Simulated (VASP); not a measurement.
**A VASP study of RbSnICl2 (AM05): structure first, properties next**

Wanted: the relaxed cell of RbSnICl2 and its properties. The steps: rough relaxation of the start cell, full relaxation (AM05), second relaxation, density, ELF and potential (AM05), band structure (AM05), density of states (AM05), dielectric tensor and Born charges (AM05) and elastic constants (AM05). The cell is invented: it takes the structure of a Materials Project entry for RbSnBr3 (space group 1 there), with some of its atoms replaced by other elements, volume scaled by an estimate. It may not be a known or stable phase.

Program: VASP 6.6.1. Level of theory: AM05; plane waves and PAW (I, Sn_d, Rb_sv, Cl); invented cell. Results are calculated unless marked as measured.

### Step 1. The starting structure

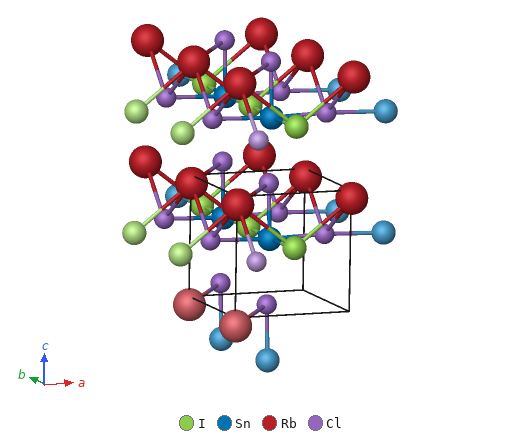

The cell as given, slightly off an axis (iodine green, tin blue, rubidium red, chlorine purple). 1×2×2 cells are drawn. Some periodic images of atoms are drawn too.

### Step 2. Rough relaxation of the start cell

The start is only an estimate, so a cheap relaxation brings it near a minimum before any careful run. AM05 is built from the electron gas and the surface model, and does well on lattice constants.

Input file INCAR:

```
SYSTEM = RbSnICl2
PREC = Normal
ENCUT = 400
EDIFF = 1E-05
NELM = 60
ISMEAR = 0
SIGMA = 0.05
LREAL = .FALSE.
ALGO = Fast
GGA = AM
NBANDS = 28
LORBIT = 11
LWAVE = .FALSE.
LCHARG = .FALSE.
KPAR = 2
IBRION = 2
NSW = 40
ISIF = 3
EDIFFG = -0.04
```

Input file POSCAR:

```
RbSnICl2
1.0
    5.8996270000      0.0000000000      0.0000000000
   -0.0277700000      5.9007020000      0.0000000000
   -0.1089420000     -0.2684030000      5.9833850000
I Sn Rb Cl
1 1 1 2
Direct
    0.4987670000      0.9712190000      0.5540730000
    0.4928980000      0.4956190000      0.5365950000
    0.0136640000      0.0190180000      0.9278870000
    0.4767150000      0.4932260000      0.9980610000
    0.9716110000      0.4922420000      0.5531870000
```

Input file KPOINTS:

```
Automatic mesh
0
Gamma
3 3 3
0 0 0
```

Potentials, in the order of the species: I, Sn_d, Rb_sv and Cl (PBE family, release 64).

Run with:

```
> mpirun -np 2 vasp_std
```

The log of the run:

```text
[banner, memory and clock lines left out]
running    2 mpi-ranks, on    1 nodes
[...]
|                                                                             |
|               ----> ADVICE to this user running VASP <----                  |
|                                                                             |
|     You enforced a specific xc type in the INCAR file but a different       |
|     [... a line on the potential file left out ...]
|     I HOPE YOU KNOW WHAT YOU ARE DOING!                                     |
|                                                                             |

 LDA part: xc-table for (Slater+PW92), standard interpolation
 POSCAR, INCAR and KPOINTS ok, starting setup
[...]
entering main loop
       N       E                     dE             d eps       ncg     rms          rms(c)
DAV:   1     0.334792677946E+03    0.33479E+03   -0.16735E+04   784   0.122E+03
DAV:   2     0.245017307221E+02   -0.31029E+03   -0.30066E+03   940   0.287E+02
DAV:   3    -0.144815537804E+02   -0.38983E+02   -0.38721E+02   904   0.120E+02
DAV:   4    -0.165447189446E+02   -0.20632E+01   -0.20571E+01  1288   0.287E+01
[...]
RMM:  13    -0.158790085150E+02   -0.61150E-04   -0.37394E-04  1032   0.912E-02    0.123E-02
RMM:  14    -0.158790331672E+02   -0.24652E-04   -0.22821E-04   900   0.621E-02    0.655E-03
RMM:  15    -0.158790453899E+02   -0.12223E-04   -0.11544E-04   794   0.476E-02    0.504E-03
WARNING in EDDRMM: call to ZHEGV failed, returncode =   6  3     19
RMM:  16    -0.158790558174E+02   -0.10428E-04   -0.11241E-04   729   0.429E-02    0.262E-03
WARNING in EDDRMM: call to ZHEGV failed, returncode =   8  4     18
RMM:  17    -0.158790633046E+02   -0.74872E-05   -0.84927E-05   711   0.359E-02
   1 F= -.15879063E+02 E0= -.15879063E+02  d E =-.158791E+02
[... from here on, the cycles between the ionic steps are left out ...]
   2 F= -.16060323E+02 E0= -.16060323E+02  d E =-.181260E+00
   4 F= -.16113615E+02 E0= -.16113615E+02  d E =-.234551E+00
   7 F= -.16125043E+02 E0= -.16125043E+02  d E =-.114278E-01
  10 F= -.16163800E+02 E0= -.16163800E+02  d E =-.191206E-01
  13 F= -.16185543E+02 E0= -.16185543E+02  d E =-.408633E-01
  16 F= -.16194398E+02 E0= -.16194398E+02  d E =-.885480E-02
  19 F= -.16206569E+02 E0= -.16206569E+02  d E =-.741171E-02
  22 F= -.16211939E+02 E0= -.16211939E+02  d E =-.537037E-02
  25 F= -.16216241E+02 E0= -.16216241E+02  d E =-.272089E-02
  28 F= -.16221619E+02 E0= -.16221619E+02  d E =-.809883E-02
  31 F= -.16232056E+02 E0= -.16232056E+02  d E =-.104372E-01
[...]
WARNING in EDDRMM: call to ZHEGV failed, returncode =   6  3     20
  34 F= -.16259889E+02 E0= -.16259889E+02  d E =-.278332E-01
  37 F= -.16292322E+02 E0= -.16292322E+02  d E =-.324333E-01
  39 F= -.16290755E+02 E0= -.16290755E+02  d E =-.308664E-01
  40 F= -.16292964E+02 E0= -.16292964E+02  d E =-.330751E-01
[...]
opt :   3.9435  next Energy=   -16.293099 (dE=-0.332E-01)
```

It took 5.2 min on 2 MPI ranks of AMD EPYC 9R14 (Zen 4), shared host; peak memory 0.37 GiB.

The logs omit lines about the potential files and the build; timing stands in the text.

From OUTCAR (step 2):

```text
 k-point     1 :       0.0000    0.0000    0.0000
  band No.  band energies     occupation
    ...
     18      -1.1195      2.00000
     19      -1.0545      2.00000
     20      -0.6380      2.00000
     21      -0.1911      2.00000
     22      -0.1690      2.00000
     23       4.7258      0.00000
     24       6.2735      0.00000
     25       6.7432      0.00000
     26       6.7977      0.00000
     27       6.8611      0.00000
    ...

  Total       -0.2708486      0.1132625     -0.5084844      0.0634794      0.1422815      0.1291551
  in kB       -2.2356421      0.9348926     -4.1971385      0.5239723      1.1744216      1.0660737
  external PRESSURE =      -1.8326293 kB  Pullay stress =       0.0000000 kB

 POSITION                                       TOTAL-FORCE (eV/Angst)
 -----------------------------------------------------------------------------------
      2.66933      5.92653      2.99309        -0.008592     -0.042604     -0.039283
      2.63737      2.80946      2.91754         0.006014      0.041066     -0.006732
      5.50209      0.75992      0.04636        -0.009648      0.040676      0.013779
      2.67473      2.74305      0.13672         0.031465      0.016791      0.025589
     -0.05064      2.74845      2.89756        -0.019239     -0.055928      0.006647
 -----------------------------------------------------------------------------------
    total drift:                               -0.002657      0.020293      0.009662

  FREE ENERGIE OF THE ION-ELECTRON SYSTEM (eV)
  ---------------------------------------------------
  free  energy   TOTEN  =       -16.2929640389 eV

  energy  without entropy=      -16.2929640389  energy(sigma->0) =      -16.29296404

[... 19 further parts left out ...]
[key lines of the parts left out:]
E-fermi :   1.0767
```

CONTCAR:

```
RbSnICl2
   1.00000000000000
     5.5859644187037540   -0.0236591336400545    0.0066626209038478
    -0.0503286582016249    6.2135324019695970    0.0808780233081388
    -0.0947684300615341   -0.1976001218084233    5.5898991278357801
  I               Sn              Rb              Cl
     1     1     1     2
Direct
     0.4954597793218966    0.9722577829616951    0.5207885330909654
     0.4851101349165755    0.4703628528489069    0.5145468654083246
     0.9862119207272342    0.1262241064279161    0.0052909184894958
     0.4831259408670043    0.4438594475573807    0.0174609627690008
     0.0037472241672869    0.4586198102040965    0.5117157202422135
```

The relaxation used up its NSW steps before forces and stress met EDIFFG.

The next step goes on from the cell that it reached.

[end of part 1 of 5]

[Lines on the potential files, build, host, timing and source positions are cut from VASP's logs without a mark.]

[Logs are printed without paths, hosts, clocks, repeated set-up lines and the standing remarks that a program may print on its own settings, such as how far it seeks lower states.]

[Hosts, paths, dates, database ids (printed as entryN), source tags and the programs' standing remarks are cut or masked in the printed files.]

[A measured line is paired with the nearest computed mode of its activity, which favours agreement.]
